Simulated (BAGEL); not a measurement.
**SiH2Cl2 (dichlorosilane (DCS)): a chain of runs**

Wanted: the energy (HF/cc-pVDZ), then a single-point energy (NEVPT2(2,2)/cc-pVDZ), then the energy (CASPT2(2,2)/cc-pVDZ) of SiH2Cl2 (dichlorosilane (DCS)). 

The results are computed with BAGEL 1.2.2.

1 further run of the same task is left out (set aside as unsound or not needed).

### Step 1. Starting point

SiH2Cl2 has 5 atoms, charge 0, and is taken as a singlet. As SMILES, `Cl[SiH2]Cl`. The coordinates come from a PBE0-D4/def2-TZVP relaxation.

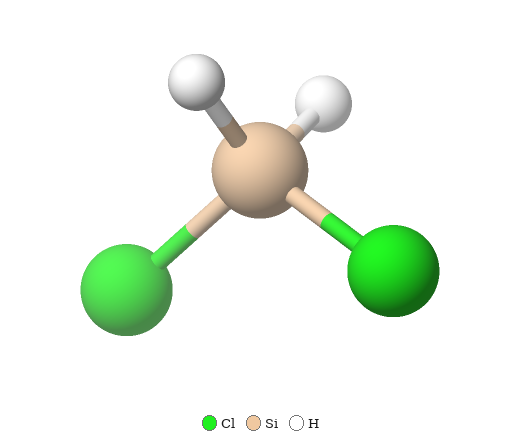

Viewed from a chosen angle; chlorine green, silicon light orange, hydrogen white.

### Step 2. The energy at HF/cc-pVDZ (density fitting with svp-jkfit) (run 1)

Contents of input.json:

```json
{ "bagel" : [

{
  "title" : "molecule",
  "basis" : "cc-pvdz.json",
  "df_basis" : "svp-jkfit",
  "angstrom" : true,
  "geometry" : [
    { "atom" : "Cl", "xyz" : [   -1.036093,   -0.393440,    1.609279 ] },
    { "atom" : "Si", "xyz" : [    0.136807,   -0.071740,   -0.028921 ] },
    { "atom" : "Cl", "xyz" : [   -0.799193,    1.196760,   -1.324021 ] },
    { "atom" : "H", "xyz" : [    0.352000,   -1.362200,   -0.711200 ] },
    { "atom" : "H", "xyz" : [    1.396507,    0.556560,    0.413379 ] }
  ]
},
{
  "title" : "hf"
},
{
  "title" : "print",
  "file" : "orbitals.molden",
  "orbitals" : true
}

]}
```

The basis set cc-pVDZ is read from a file made from the Basis Set Exchange's data (not shown).

Launch:

```sh
$ BAGEL_NUM_THREADS=1 BAGEL input.json > input.out
```

Log:

```text
* using 1 threads per process

  ===============================================================
  ===============================================================

  *** Geometry ***

  { "atom" : "Cl", "xyz" : [     -1.957932,     -0.743494,      3.041097 ] },
  { "atom" : "Si", "xyz" : [      0.258528,     -0.135569,     -0.054653 ] },
  { "atom" : "Cl", "xyz" : [     -1.510256,      2.261549,     -2.502037 ] },
  { "atom" : "H", "xyz" : [      0.665184,     -2.574185,     -1.343973 ] },
  { "atom" : "H", "xyz" : [      2.639016,      1.051746,      0.781173 ] },

  Number of auxiliary basis functions:      420

  Since a DF basis is specified, we compute 2- and 3-index integrals:
    o Being stored without compression. Storage requirement is 0.014 GB

  Number of basis functions:       64
  Number of electrons      :       50

    * METHOD: MOLECULE                             0.14

  *** RHF ***

  === Nuclear Repulsion ===
   191.9636538057

      * DIIS with orbital gradients will be used.

  === RHF iteration (cc-pvdz.json) ===
      0      -1209.15649286          0.00620391           0.05
      1      -1209.19595538          0.00248661           0.05
      2      -1209.19988781          0.00075824           0.05
      3      -1209.20031529          0.00016096           0.05
      4      -1209.20032826          0.00004134           0.04
      5      -1209.20032987          0.00000904           0.04
      6      -1209.20032995          0.00000204           0.04
      7      -1209.20032995          0.00000050           0.04
      8      -1209.20032995          0.00000009           0.04
      9      -1209.20032995          0.00000002           0.04
     10      -1209.20032995          0.00000001           0.04
    * SCF iteration converged.

    * Permanent dipole moment:
           (   -0.559074,     0.250938,     0.091051) a.u.

    * METHOD: HF                                   0.59

    * METHOD: PRINT                                0.01

  ===============================================================
```

It took 0.86 s on 1 thread of Arm Neoverse V2, shared host; peak memory 0.15 GiB.

### Step 3. The energy at NEVPT2(2,2)/cc-pVDZ (density fitting with svp-jkfit) (run 2)

Contents of nevpt2.json:

```json
{ "bagel" : [

{
  "title" : "molecule",
  "basis" : "cc-pvdz.json",
  "df_basis" : "svp-jkfit",
  "angstrom" : true,
  "geometry" : [
    { "atom" : "Cl", "xyz" : [      -1.036093,      -0.393440,       1.609279 ] },
    { "atom" : "Si", "xyz" : [       0.136807,      -0.071740,      -0.028921 ] },
    { "atom" : "Cl", "xyz" : [      -0.799193,       1.196760,      -1.324021 ] },
    { "atom" : "H", "xyz" : [       0.352000,      -1.362200,      -0.711200 ] },
    { "atom" : "H", "xyz" : [       1.396507,       0.556560,       0.413379 ] }
  ]
},

{ "title" : "hf" },

{ "title" : "nevpt2", "nstate" : 1, "nact" : 2, "nclosed" : 24, "active" : [19, 29], "maxiter" : 200, "natocc" : true, "ncore" : 15 },

{ "title" : "print", "file" : "orbitals.molden", "orbitals" : true }

]}
```

The basis set cc-pVDZ is read from a file made from the Basis Set Exchange's data (not shown).

Launch:

```sh
$ BAGEL_NUM_THREADS=1 BAGEL nevpt2.json > nevpt2.out
```

Log:

```text
* using 1 threads per process

  ===============================================================
  ===============================================================

  *** Geometry ***

  { "atom" : "Cl", "xyz" : [     -1.957932,     -0.743494,      3.041097 ] },
  { "atom" : "Si", "xyz" : [      0.258528,     -0.135569,     -0.054653 ] },
  { "atom" : "Cl", "xyz" : [     -1.510256,      2.261549,     -2.502037 ] },
  { "atom" : "H", "xyz" : [      0.665184,     -2.574185,     -1.343973 ] },
  { "atom" : "H", "xyz" : [      2.639016,      1.051746,      0.781173 ] },

  Number of auxiliary basis functions:      420

  Since a DF basis is specified, we compute 2- and 3-index integrals:
    o Being stored without compression. Storage requirement is 0.014 GB

  Number of basis functions:       64
  Number of electrons      :       50

    * METHOD: MOLECULE                             0.14

  *** RHF ***

  === Nuclear Repulsion ===
   191.9636538057

      * DIIS with orbital gradients will be used.

  === RHF iteration (cc-pvdz.json) ===
      0      -1209.15649286          0.00620391           0.05
      1      -1209.19595538          0.00248661           0.05
      2      -1209.19988781          0.00075824           0.05
      3      -1209.20031529          0.00016096           0.05
      4      -1209.20032826          0.00004134           0.05
      5      -1209.20032987          0.00000904           0.04
      6      -1209.20032995          0.00000204           0.05
      7      -1209.20032995          0.00000050           0.05
      8      -1209.20032995          0.00000009           0.05
      9      -1209.20032995          0.00000002           0.05
     10      -1209.20032995          0.00000001           0.05
    * SCF iteration converged.

    * Permanent dipole moment:
           (   -0.559074,     0.250938,     0.091051) a.u.

    * METHOD: HF                                   0.60

    * freezing 15 orbitals
  ---------------------------
      CASSCF calculation
  ---------------------------

    ==== Active orbitals : =====
         Orbital 19
         Orbital 29
    ============================

    * nstate   :      1
    * nclosed  :     24
    * nact     :      2
    * nvirt    :     38
  === CASSCF iteration (cc-pvdz.json) ===

    * Using the second-order algorithm

      0  0     -1209.20115822     1.36e-04      0.02

      1  0     -1209.20397741     2.76e-04      0.19

      2  0     -1209.20413728     2.16e-05      0.29

      3  0     -1209.20413779     6.50e-06      0.28

      4  0     -1209.20413781     1.63e-06      0.29

      5  0     -1209.20413781     3.89e-07      0.29

      6  0     -1209.20413781     9.01e-08      0.23

      7  0     -1209.20413781     2.06e-08      0.23

      8  0     -1209.20413781     4.70e-09      0.20

    * Second-order optimization converged. *

     guess   0:   closed 1.                   open ..

  === FCI iteration ===

      0  0     -1209.20030592     3.81e-02      0.00
      1  0     -1209.20413511     7.41e-04      0.00
      2  0 *   -1209.20413781     4.17e-16      0.00

     * ci vector, state   0, <S^2> = 0.0000
       2.     0.9987351915
       .2    -0.0502793922

  === DF-NEVPT2 calculation ===

    * 3-index integral transformation done
    * assembly done

      NEVPT2 correlation energy:   -0.3598420969      0.05

          (+0)     -0.3070038720
          (+0)'    -0.0140173449
          (+1)     -0.0065272136
          (+1)'    -0.0000000000
          (+2)     -0.0007411302
          (-1)     -0.0224754546
          (-1)'     0.0000000000
          (-2)     -0.0090770817

      NEVPT2 total energy:       -1209.5639799059

    * METHOD: NEVPT2                               2.24

    * METHOD: PRINT                                0.01

  ===============================================================
```

It took 3.3 s on 1 thread of Arm Neoverse V2, shared host; peak memory 0.15 GiB.

### Step 4. The energy at CASPT2(2,2)/cc-pVDZ (density fitting with svp-jkfit) (run 3)

Contents of input.json:

```json
{ "bagel" : [

{
  "title" : "molecule",
  "basis" : "cc-pvdz.json",
  "df_basis" : "svp-jkfit",
  "angstrom" : true,
  "geometry" : [
    { "atom" : "Cl", "xyz" : [      -1.036093,      -0.393440,       1.609279 ] },
    { "atom" : "Si", "xyz" : [       0.136807,      -0.071740,      -0.028921 ] },
    { "atom" : "Cl", "xyz" : [      -0.799193,       1.196760,      -1.324021 ] },
    { "atom" : "H", "xyz" : [       0.352000,      -1.362200,      -0.711200 ] },
    { "atom" : "H", "xyz" : [       1.396507,       0.556560,       0.413379 ] }
  ]
},

{ "title" : "hf" },

{ "title" : "casscf", "nstate" : 1, "nact" : 2, "nclosed" : 24, "active" : [19, 29], "maxiter" : 200, "natocc" : true },

{ "title" : "print", "file" : "orbitals.molden", "orbitals" : true },

{ "title" : "smith", "method" : "caspt2", "ms" : true, "xms" : true, "sssr" : true, "shift" : 0.2, "shift_imag" : true, "ncore" : 15 }

]}
```

The basis set cc-pVDZ is read from a file made from the Basis Set Exchange's data (not shown).

Launch:

```sh
$ BAGEL_NUM_THREADS=1 BAGEL input.json > input.out
```

Log:

```text
* using 1 threads per process

  ===============================================================
  ===============================================================

  *** Geometry ***

  { "atom" : "Cl", "xyz" : [     -1.957932,     -0.743494,      3.041097 ] },
  { "atom" : "Si", "xyz" : [      0.258528,     -0.135569,     -0.054653 ] },
  { "atom" : "Cl", "xyz" : [     -1.510256,      2.261549,     -2.502037 ] },
  { "atom" : "H", "xyz" : [      0.665184,     -2.574185,     -1.343973 ] },
  { "atom" : "H", "xyz" : [      2.639016,      1.051746,      0.781173 ] },

  Number of auxiliary basis functions:      420

  Since a DF basis is specified, we compute 2- and 3-index integrals:
    o Being stored without compression. Storage requirement is 0.014 GB

  Number of basis functions:       64
  Number of electrons      :       50

    * METHOD: MOLECULE                             0.14

  *** RHF ***

  === Nuclear Repulsion ===
   191.9636538057

      * DIIS with orbital gradients will be used.

  === RHF iteration (cc-pvdz.json) ===
      0      -1209.15649286          0.00620391           0.05
      1      -1209.19595538          0.00248661           0.05
      2      -1209.19988781          0.00075824           0.05
      3      -1209.20031529          0.00016096           0.05
      4      -1209.20032826          0.00004134           0.05
      5      -1209.20032987          0.00000904           0.05
      6      -1209.20032995          0.00000204           0.05
      7      -1209.20032995          0.00000050           0.05
      8      -1209.20032995          0.00000009           0.05
      9      -1209.20032995          0.00000002           0.05
     10      -1209.20032995          0.00000001           0.05
    * SCF iteration converged.

    * Permanent dipole moment:
           (   -0.559074,     0.250938,     0.091051) a.u.

    * METHOD: HF                                   0.60

  ---------------------------
      CASSCF calculation
  ---------------------------

    ==== Active orbitals : =====
         Orbital 19
         Orbital 29
    ============================

    * nstate   :      1
    * nclosed  :     24
    * nact     :      2
    * nvirt    :     38
  === CASSCF iteration (cc-pvdz.json) ===

    * Using the second-order algorithm

      0  0     -1209.20115822     1.36e-04      0.01

      1  0     -1209.20397741     2.76e-04      0.19

      2  0     -1209.20413728     2.16e-05      0.29

      3  0     -1209.20413779     6.50e-06      0.28

      4  0     -1209.20413781     1.63e-06      0.29

      5  0     -1209.20413781     3.89e-07      0.29

      6  0     -1209.20413781     9.01e-08      0.24

      7  0     -1209.20413781     2.06e-08      0.23

      8  0     -1209.20413781     4.70e-09      0.20

    * Second-order optimization converged. *

     guess   0:   closed 1.                   open ..

  === FCI iteration ===

      0  0     -1209.20030592     3.81e-02      0.00
      1  0     -1209.20413511     7.41e-04      0.00
      2  0 *   -1209.20413781     4.17e-16      0.00

     * ci vector, state   0, <S^2> = 0.0000
       2.     0.9987351915
       .2    -0.0502793922

    * METHOD: CASSCF                               2.13

    * METHOD: PRINT                                0.01

  === SMITH program ===

    * freezing 15 orbitals

    * Approximate memory requirement for SMITH calulation per MPI process:
      o Storage requirement for T-amplitude, lambda, and residual is 0.01 GB
      o Storage requirement for MO integrals is 0.00 GB
    * Calculating and saving rdm4f

    * Zeroth order energy : state  0       -1.0395916010

    * CASPT2 iteration is performed using orthogonal basis

      -------------------------------------------  CASPT2 iteration  ---------------------------------------------------
       #      aibj      arbs      arbi      airj      risj      airs      arst      rist         Etot      error   time
      ------------------------------------------------------------------------------------------------------------------

       0  -0.30623  -0.01061  -0.02217  -0.00743  -0.00082  -0.01149  -0.00000   0.00000   -0.3587505  0.0020897   0.02
       1  -0.30655  -0.01063  -0.02223  -0.00771  -0.00089  -0.01182  -0.00000   0.00000   -0.3598339  0.0003895   0.02
       2  -0.30658  -0.01063  -0.02221  -0.00772  -0.00089  -0.01184  -0.00000   0.00000   -0.3598849  0.0000725   0.02
       3  -0.30658  -0.01063  -0.02222  -0.00772  -0.00090  -0.01184  -0.00000   0.00000   -0.3598861  0.0000173   0.02
       4  -0.30658  -0.01063  -0.02222  -0.00772  -0.00090  -0.01184   0.00000   0.00000   -0.3598862  0.0000030   0.02
       5  -0.30658  -0.01063  -0.02222  -0.00772  -0.00090  -0.01184  -0.00000   0.00000   -0.3598862  0.0000006   0.02

      ------------------------------------------------------------------------------------------------------------------

    * CASPT2 energy : state  0    -1209.5663117863
        w/o shift correction      -1209.5640240103
        reference weight              0.8778484002

    * METHOD: SMITH                                0.22

  ===============================================================
```

It took 3.3 s on 1 thread of Arm Neoverse V2, shared host; peak memory 0.15 GiB.

### Step 5. Outcome

```
                                quantity           value
         run 1, HF/cc-pVDZ: total energy  -1209.20033 Eh
        run 1, HF/cc-pVDZ: dipole moment          1.57 D
          run 1, HF/cc-pVDZ: HOMO energy       -12.35 eV
          run 1, HF/cc-pVDZ: LUMO energy         3.75 eV
        run 1, HF/cc-pVDZ: HOMO–LUMO gap        16.10 eV
run 2, NEVPT2(2,2)/cc-pVDZ: total energy  -1209.56398 Eh
run 3, CASPT2(2,2)/cc-pVDZ: total energy  -1209.56631 Eh
```
